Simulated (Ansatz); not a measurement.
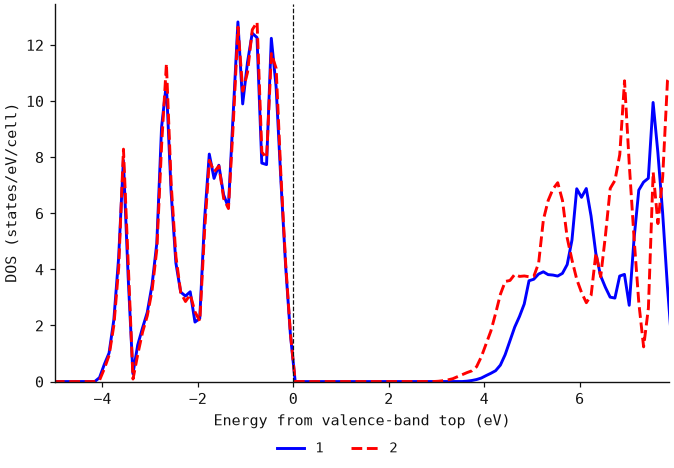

Total densities of states of Mg3ZnS4, space group P-43m, 8 atoms in the cell, by two methods on the same cell. Each is counted from its own valence-band top.

Q: Which curve is which? The methods: r2SCAN, PBE.

A: 1 is r2SCAN; 2 is PBE. r2SCAN gives a gap of 3.48 eV and PBE gives a gap of 2.88 eV.

Settings. r2SCAN: DFT r2SCAN, scalar-relativistic, plane waves, PAW, no spin polarisation, 4×4×4 k mesh, 500 eV cutoff, Gaussian smearing of 0.02 eV (Ansatz 0.2.0). PBE: DFT PBE, scalar-relativistic, plane waves, PAW, no spin polarisation, 4×4×4 k mesh, 420 eV cutoff (Ansatz).

The structure is an invented one, so it need not be a known or stable phase.
